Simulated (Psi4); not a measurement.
# C3F6 (hexafluoropropylene) at MP2/def2-TZVP (density fitting, density fitting for correlation)

Aim: the vertical ionisation energy of C3F6 (hexafluoropropylene) at MP2/def2-TZVP (density fitting, density fitting for correlation), from 2 runs. 

Program for the calculation: Psi4 1.11.

### Step 1. The structure to begin with

C3F6: 9 atoms, total charge 0, spin state singlet. As SMILES, `FC(F)=C(F)C(F)(F)F`. The shape is that of a PBE0-D4/def2-TZVP optimisation.

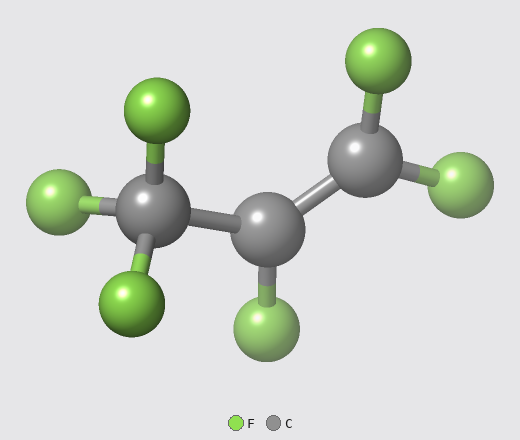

Viewed from a chosen angle; fluorine green, carbon grey.

### Step 2. The energy at MP2/def2-TZVP (density fitting, density fitting for correlation)

Contents of job.py:

```python
import psi4

psi4.set_memory(2200000000)
psi4.set_num_threads(1)
psi4.core.set_output_file('c3f6.out', False)

geom = psi4.geometry("""
0 1
F      2.023520    -0.271130     0.593250
C      1.311770    -0.079850    -0.478440
F      2.048190    -0.035240    -1.552840
C     -0.006940     0.057990    -0.514960
F     -0.607110     0.248910    -1.687470
C     -0.955770     0.025720     0.641250
F     -1.850240    -0.954150     0.485310
F     -1.637730     1.171760     0.718770
F     -0.325700    -0.164010     1.795120
symmetry c1
no_reorient
no_com
""")

psi4.set_options({
    'reference': 'rhf',
    'puream': True,
    'e_convergence': 1e-09,
    'd_convergence': 1e-08,
    'scf_type': 'df',
    'num_frozen_docc': 9,
})

e_tot = psi4.energy('mp2/def2-TZVP', molecule=geom)
print('E =', round(e_tot, 9))
```

Run with:

```sh
$ python job.py
```

c3f6.out, shortened:

```text
[...]
  Running in c1 symmetry.
[...]
  Nuclear repulsion =  512.614789638362709
[...]
  Multiplicity = 1
[...]
  Nalpha       = 36
  Nbeta        = 36
[...]
    Number of basis functions: 279
[...]
   @DF-RHF iter   1:  -710.34530536069008   -5.42715e-01   2.30387e-03 ADIIS/DIIS
[...]
   @DF-RHF iter  12:  -710.49940783548209   -3.75167e-11   5.18231e-09 DIIS
[...]
    Orbital Energies [Eh]
    ---------------------
    Doubly Occupied:
       1A    -26.387193     2A    -26.384518     3A    -26.363642
       4A    -26.355759     5A    -26.355737     6A    -26.354512
       7A    -11.541378     8A    -11.474188     9A    -11.375223
      10A     -1.758278    11A     -1.750347    12A     -1.687138
      13A     -1.674644    14A     -1.660768    15A     -1.654236
      16A     -1.139268    17A     -1.016670    18A     -0.929363
      19A     -0.882473    20A     -0.860328    21A     -0.850195
      22A     -0.838452    23A     -0.810332    24A     -0.804475
      25A     -0.747998    26A     -0.732545    27A     -0.729911
      28A     -0.729236    29A     -0.720889    30A     -0.711817
      31A     -0.705988    32A     -0.683242    33A     -0.682079
      34A     -0.669365    35A     -0.608158    36A     -0.427629
[...]
  @DF-RHF Final Energy:  -710.49940783548209
   => Energetics <=
    Nuclear Repulsion Energy =            512.6147896383627085
    One-Electron Energy =               -2008.1124540666287430
    Two-Electron Energy =                 784.9982565927839460
    Total Energy =                       -710.4994078354820886
[...]
 Multipole Moments:
 ------------------------------------------------------------------------------------
     Multipole            Electronic (a.u.)      Nuclear  (a.u.)        Total (a.u.)
 ------------------------------------------------------------------------------------
 L = 1.  Multiply by 2.5417464519 to convert [e a0] to [Debye]
 Dipole X            :          2.4342360           -1.9790535            0.4551825
 Dipole Y            :         -0.0188031           -0.0218830           -0.0406861
 Dipole Z            :         -2.0444437            1.9962311           -0.0482126
 Magnitude           :                                                    0.4595334
[...]
```

The script printed:

```text
E = -712.432038157
```

Run time: 9.6 s. Hardware: 1 thread of Intel Xeon Platinum 8488C (Sapphire Rapids), shared host; peak memory 0.7 GiB.

### Step 3. The doublet cation, same level

Contents of calc.dat:

```
memory 2.2 GB

molecule {
  1 2
  F
  C 1 1.300652
  F 2 1.303319 1 112.02881
  C 2 1.326397 1 125.59299 3 179.99741
  F 4 1.330952 2 119.17521 1 -179.98819
  C 4 1.496042 2 127.37511 1 -0.00305
  F 6 1.335866 4 110.5039 2 -120.70424
  F 6 1.335847 7 107.11166 4 120.41401
  F 6 1.328308 8 108.31767 7 -116.63255
  symmetry c1
  no_reorient
  no_com
}

set basis def2-TZVP
set reference uhf
set puream true
set e_convergence 1e-09
set d_convergence 1e-08
set scf_type df
set num_frozen_docc 9
set maxiter 100

e, wfn = energy("mp2", return_wfn=True)
print_variables()
```

Run with:

```sh
$ psi4 -n 1 calc.dat calc.out
```

calc.out, shortened:

```text
[...]
  Running in c1 symmetry.
[...]
  Nuclear repulsion =  512.614799859788945
[...]
  Multiplicity = 2
[...]
  Nalpha       = 36
  Nbeta        = 35
[...]
    Number of basis functions: 279
[...]
   @DF-UHF iter   1:  -709.89494434403650   -9.23539e-02   2.65376e-03 ADIIS/DIIS
[...]
   @DF-UHF iter  16:  -710.12334745721080   -3.35376e-11   7.24391e-09 DIIS
[...]
   @S^2 Observed:                7.565682732E-01
[...]
    Orbital Energies [Eh]
    ---------------------
    Alpha Occupied:
       1A    -26.671714     2A    -26.667277     3A    -26.646444
       4A    -26.564535     5A    -26.556143     6A    -26.556114
       7A    -11.822341     8A    -11.765526     9A    -11.726748
      10A     -2.030018    11A     -1.968280    12A     -1.960162
      13A     -1.948018    14A     -1.859925    15A     -1.851173
      16A     -1.479478    17A     -1.272833    18A     -1.188422
      19A     -1.128579    20A     -1.122390    21A     -1.105775
      22A     -1.064301    23A     -1.049929    24A     -1.043567
      25A     -1.024112    26A     -1.000031    27A     -0.999759
      28A     -0.976668    29A     -0.970007    30A     -0.925050
      31A     -0.922815    32A     -0.880741    33A     -0.878813
      34A     -0.863386    35A     -0.852258    36A     -0.776110
[...]
  @DF-UHF Final Energy:  -710.12334745721080
   => Energetics <=
    Nuclear Repulsion Energy =            512.6147998597889455
    One-Electron Energy =               -1990.3646264205808620
    Two-Electron Energy =                 767.6264791035811186
    Total Energy =                       -710.1233474572107980
  UHF NO Occupations:
  HONO-2 :   34  A 1.9993595
  HONO-1 :   35  A 1.9985975
  HONO-0 :   36  A 1.0000000
  LUNO+0 :   37  A 0.0014025
  LUNO+1 :   38  A 0.0006405
[...]
 Multipole Moments:
 ------------------------------------------------------------------------------------
     Multipole            Electronic (a.u.)      Nuclear  (a.u.)        Total (a.u.)
 ------------------------------------------------------------------------------------
 L = 1.  Multiply by 2.5417464519 to convert [e a0] to [Debye]
 Dipole X            :         -0.0001780           -0.0001128           -0.0002908
 Dipole Y            :         -1.2961456           -0.3299307           -1.6260763
 Dipole Z            :         -0.1348827            0.0677272           -0.0671555
 Magnitude           :                                                    1.6274625
[...]
```

It took 16 s on 1 thread of Intel Xeon Platinum 8488C (Sapphire Rapids), shared host; peak memory 0.71 GiB.

### Step 4. What came out

Level: MP2/def2-TZVP (density fitting, density fitting for correlation), 9 core orbitals frozen.

```
                                                                  quantity          value
                                                singlet C3F6: total energy  -712.43204 Eh
                         singlet C3F6: HOMO energy (Hartree–Fock orbitals)      -11.64 eV
                         singlet C3F6: LUMO energy (Hartree–Fock orbitals)        3.80 eV
                       singlet C3F6: HOMO–LUMO gap (Hartree–Fock orbitals)       15.44 eV
                 singlet C3F6: correlation energy (9 core orbitals frozen)    -1932.6 mEh
                                              doublet cation: total energy  -712.02615 Eh
doublet cation: HOMO energy (Hartree–Fock orbitals) (highest over α and β)      -21.12 eV
 doublet cation: LUMO energy (Hartree–Fock orbitals) (lowest over α and β)       -8.89 eV
               doublet cation: correlation energy (9 core orbitals frozen)    -1902.8 mEh
                         doublet cation: ⟨S²⟩ of the reference determinant          0.757
                        vertical ionisation energy (to the doublet cation)      11.045 eV
```

In words: The vertical ionisation energy comes to 11.04 eV (255 kcal/mol).
